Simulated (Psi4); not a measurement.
**GaH2O2F (SMILES [OH][Ga]([OH])[F]): HF/3-21G**

Aim: the vertical singlet–triplet gap of GaH2O2F at HF/3-21G, from 2 runs. 

The results are computed with Psi4 1.11.

1 further run of the same task is left out (it didn't finish). Runs told in other sessions of the task aren't counted.

### 1 Starting point

GaH2O2F: 6 atoms, total charge 0, spin state singlet. SMILES: `[OH][Ga]([OH])[F]`. Geometry: relaxed at PBE0-D4/def2-TZVP. This is one conformer, not always the lowest.

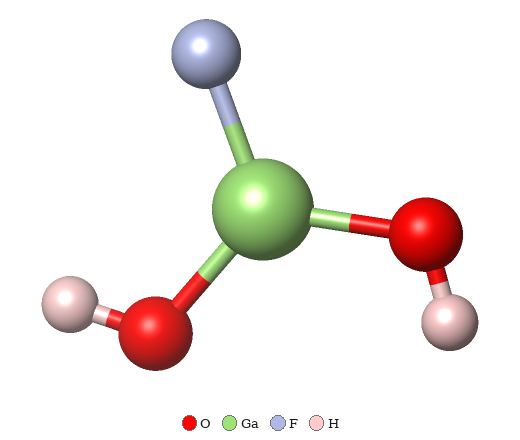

The structure, seen from a chosen angle (oxygen red, gallium green, fluorine light blue, hydrogen pink).

### 2 Energy and gradient at HF/3-21G

Input file fgah2o2.in:

```
memory 2200 MB

molecule geom {
  0 1
  O     -0.297200     1.351000    -0.574800
  Ga    -0.068200    -0.342400    -0.117600
  O      0.794400    -0.842300     1.335300
  F     -0.722600    -1.588800    -1.144800
  H     -0.788800     1.459000    -1.392800
  H      1.124200    -0.100400     1.848500
  symmetry c1
}

set puream true
set e_convergence 1e-09
set d_convergence 1e-08
set scf_type pk

result, w = gradient("scf/3-21G", return_wfn=True)
oeprop(w, "QUADRUPOLE", "LOWDIN_CHARGES", "WIBERG_LOWDIN_INDICES", title="SCF")
```

Run with:

```sh
$ psi4 fgah2o2.in fgah2o2.out -n 1
```

fgah2o2.out, shortened:

```text
[...]
  Running in c1 symmetry.
[...]
  Nuclear repulsion =  297.914371308642558
[...]
  Multiplicity = 1
[...]
  Nalpha       = 29
  Nbeta        = 29
[...]
    Number of basis functions: 53
[...]
   @RHF iter   1: -2162.65046505945975   -4.90913e+00   1.40950e-02 ADIIS/DIIS
[...]
   @RHF iter  12: -2162.94458029132784   -9.09495e-13   2.63952e-09 DIIS
[...]
    Orbital Energies [Eh]
    ---------------------
    Doubly Occupied:
       1A   -376.515839     2A    -48.042177     3A    -42.303703
       4A    -42.300740     5A    -42.300472     6A    -26.089111
       7A    -20.444828     8A    -20.440833     9A     -6.416775
      10A     -4.494936    11A     -4.490015    12A     -4.489157
      13A     -1.498089    14A     -1.324869    15A     -1.316521
      16A     -1.174739    17A     -1.174152    18A     -1.169125
      19A     -1.158726    20A     -1.156855    21A     -0.680236
      22A     -0.646252    23A     -0.599969    24A     -0.579215
      25A     -0.571217    26A     -0.512849    27A     -0.503569
      28A     -0.489063    29A     -0.479422
[...]
  @RHF Final Energy: -2162.94458029132784
   => Energetics <=
    Nuclear Repulsion Energy =            297.9143713086425578
    One-Electron Energy =               -3614.9909927497119497
    Two-Electron Energy =                1154.1320411497420082
    Total Energy =                      -2162.9445802913278385
[...]
  -Total Gradient:
     Atom            X                  Y                   Z
    ------   -----------------  -----------------  -----------------
       1       -0.002632151644     0.034913695453    -0.005977850581
       2        0.002345251879     0.013796528596     0.003251415416
       3        0.015197364204    -0.014122850640     0.025841976479
       4       -0.011352178130    -0.024470259931    -0.017685854380
       5        0.002590733891    -0.011239783065     0.004813458402
       6       -0.006149020198     0.001122669589    -0.010243145329
[...]
 Multipole Moments:
 ------------------------------------------------------------------------------------
     Multipole            Electronic (a.u.)      Nuclear  (a.u.)        Total (a.u.)
 ------------------------------------------------------------------------------------
 L = 1.  Multiply by 2.5417464519 to convert [e a0] to [Debye]
 Dipole X            :         -1.0028746            0.9789232           -0.0239514
 Dipole Y            :         -2.0900838            2.9808926            0.8908088
 Dipole Z            :         -1.5678360            1.4885783           -0.0792576
 Magnitude           :                                                    0.8946484
 L = 2.  Multiply by 1.3450342976 to convert [e a0^2] to [Debye ang]
 Quadrupole XX       :        -64.5441615           43.4595773          -21.0845842
 Quadrupole XY       :          0.2390753           -0.7299665           -0.4908912
[...]
```

Wall time 3.9 s (1 thread of Intel Xeon Platinum 8375C at 2.90GHz (Ice Lake), shared host); peak memory 0.21 GiB.

### 3 The triplet: the energy at UHF/3-21G

Input file input.json:

```json
{
  "schema_name": "qcschema_input",
  "schema_version": 1,
  "molecule": {
    "schema_name": "qcschema_molecule",
    "schema_version": 2,
    "symbols": ["O", "Ga", "O", "F", "H", "H"],
    "geometry": [-0.5616266, 2.55301999, -1.08621458, -0.12887932, -0.64704223, -0.22223179, 1.50119843, -1.59171631, 2.52335129, -1.3655161, -3.00239687, -2.16335847, -1.49061597, 2.75711042, -2.63201055, 2.12443011, -0.1897285, 3.49315874],
    "molecular_charge": 0,
    "molecular_multiplicity": 3,
    "fix_symmetry": "c1",
    "fix_com": true,
    "fix_orientation": true
  },
  "driver": "energy",
  "model": {
    "method": "hf",
    "basis": "3-21G"
  },
  "keywords": {
    "reference": "uhf",
    "puream": true,
    "e_convergence": 1e-09,
    "d_convergence": 1e-06,
    "scf_type": "pk",
    "maxiter": 150,
    "level_shift": 0.3,
    "level_shift_cutoff": 1e-09,
    "scf_properties": ["WIBERG_LOWDIN_INDICES", "DIPOLE", "MAYER_INDICES"]
  }
}
```

Run with:

```sh
$ psi4 --qcschema input.json -n 1 --memory 2200MB
```

stdout, shortened:

```text
[...]
  Running in c1 symmetry.
[...]
  Nuclear repulsion =  297.914371546032044
[...]
  Multiplicity = 3
[...]
  Nalpha       = 30
  Nbeta        = 28
[...]
    Number of basis functions: 53
[...]
   @UHF iter   1: -2162.26023552269089   -4.51890e+00   1.54974e-02 ADIIS/DIIS/SHIFT
[...]
   @UHF iter  31: -2162.70112818102734    2.29193e-10   3.38995e-07 DIIS/SHIFT
[...]
   @S^2 Observed:                2.120580266E+00
[...]
    Orbital Energies [Eh]
    ---------------------
    Alpha Occupied:
       1A   -376.483290     2A    -48.012003     3A    -42.270862
       4A    -42.270165     5A    -42.269287     6A    -26.054704
       7A    -20.580938     8A    -20.577474     9A     -6.392729
      10A     -4.466828    11A     -4.466100    12A     -4.462614
      13A     -1.472666    14A     -1.463102    15A     -1.458249
      16A     -1.149670    17A     -1.149266    18A     -1.145754
      19A     -1.145329    20A     -1.140814    21A     -0.771533
      22A     -0.748976    23A     -0.675276    24A     -0.659492
      25A     -0.656053    26A     -0.634870    27A     -0.574436
      28A     -0.538825    29A     -0.536708    30A     -0.176417
    Alpha Virtual:
[...]
  @UHF Final Energy: -2162.70112818102734
   => Energetics <=
    Nuclear Repulsion Energy =            297.9143715460320436
    One-Electron Energy =               -3614.1793563683195316
    Two-Electron Energy =                1153.5638566412601449
    Total Energy =                      -2162.7011281810273431
  UHF NO Occupations:
  HONO-2 :   28  A 1.9418772
  HONO-1 :   29  A 1.0000000
  HONO-0 :   30  A 1.0000000
  LUNO+0 :   31  A 0.0581228
  LUNO+1 :   32  A 0.0019508
[...]
 Multipole Moments:
 ------------------------------------------------------------------------------------
     Multipole            Electronic (a.u.)      Nuclear  (a.u.)        Total (a.u.)
 ------------------------------------------------------------------------------------
 L = 1.  Multiply by 2.5417464519 to convert [e a0] to [Debye]
 Dipole X            :          8.3865144           -8.1345150            0.2519993
 Dipole Y            :         38.0612114          -36.8220696            1.2391418
 Dipole Z            :         14.3656380          -14.0011698            0.3644682
 Magnitude           :                                                    1.3159837
[...]
```

The result, in JSON:

```text
{
 "driver": "energy",
 "model": {
  "method": "hf",
  "basis": "3-21G"
 },
 "success": true,
 "return_result": -2162.7011281810273,
 "properties": {
  "calcinfo_nbasis": 53,
  "calcinfo_nmo": 53,
  "calcinfo_nalpha": 30,
  "calcinfo_nbeta": 28,
  "calcinfo_natom": 6,
  "nuclear_repulsion_energy": 297.91437154603204,
  "return_energy": -2162.7011281810273,
  "scf_one_electron_energy": -3614.1793563683195,
  "scf_two_electron_energy": 1153.5638566412601,
  "scf_dipole_moment": [0.25199931846944246, 1.2391418195267505, 0.36446817811937215],
  "scf_total_energy": -2162.7011281810273,
  "scf_iterations": 31
 }
}
```

It took 2.6 s on 1 thread of Intel Xeon Platinum 8375C at 2.90GHz (Ice Lake), shared host; peak memory 0.21 GiB.

### 4 Outcome

At HF/3-21G:

```
                                        quantity           value
                           singlet: total energy  -2162.94458 Eh
                          singlet: dipole moment          2.27 D
                            singlet: HOMO energy       -13.05 eV
                            singlet: LUMO energy         2.31 eV
                          singlet: HOMO–LUMO gap        15.36 eV
               singlet: largest force on an atom      1.826 eV/Å
                           triplet: total energy  -2162.70113 Eh
                          triplet: dipole moment          3.34 D
     triplet: HOMO energy (highest over α and β)        -4.80 eV
                                   triplet: ⟨S²⟩           2.121
vertical energy of the triplet above the singlet        6.625 eV
```

What this shows: At this shape the triplet lies 6.62 eV (153 kcal/mol) above the singlet. The largest force (singlet) is 1.83 eV/Å: the shape isn't a stationary point for this species at this level. ⟨S²⟩ (triplet) is 2.12 where a pure triplet has 2.00: the reference is spin-contaminated.
